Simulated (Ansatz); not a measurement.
The compound is Zn₂As (space group Pn-3m, No. 224), taken as the geometry relaxed with Ansatz, DFT PBE, scalar-relativistic, plane waves, PAW; the starting structure was generated, so it need not be a known form of this composition.

```
CELL_PARAMETERS angstrom
5.55026 0.00000 0.00000
0.00000 5.55026 0.00000
0.00000 0.00000 5.55026
ATOMIC_POSITIONS crystal
Zn 0.25000 0.25000 0.25000
Zn 0.75000 0.75000 0.25000
Zn 0.75000 0.25000 0.75000
Zn 0.25000 0.75000 0.75000
As 0.00000 0.00000 0.00000
As 0.50000 0.50000 0.50000
```

Bonds are taken as As–Zn below 2.7 Å; no other contact counts. The graph is simplified in the usual way: terminal and isolated atoms are pruned, two-connected atoms become edges.

What net does this leave?

The result is a uninodal 4-connected, three-periodic net: As is a 4-connected node. Zn becomes part of the edges. It is the dia net, known from diamond, zinc blende and cristobalite. Two identical nets interpenetrate without a bond between them.

| node | links | point symbol | coordination sequence |
| --- | --- | --- | --- |
| As | 4 | 6⁶ | 4 12 24 42 64 92 124 162 204 252 |

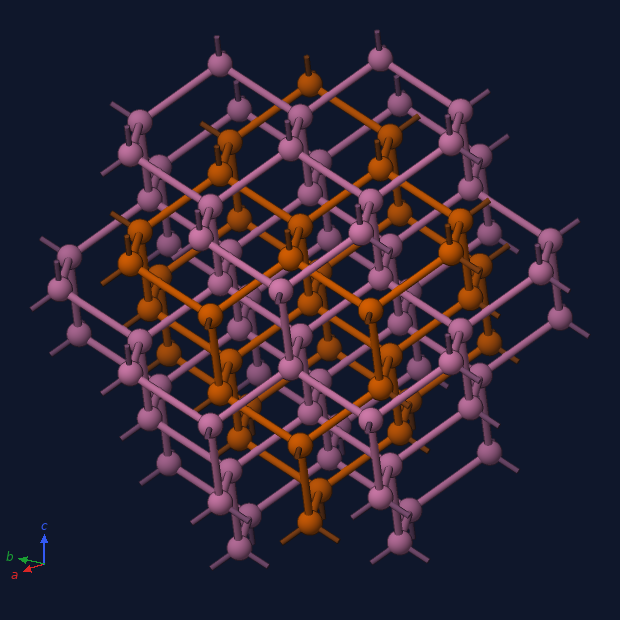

Colours tell the separate nets apart. Edges to nodes outside the piece are drawn as stubs.
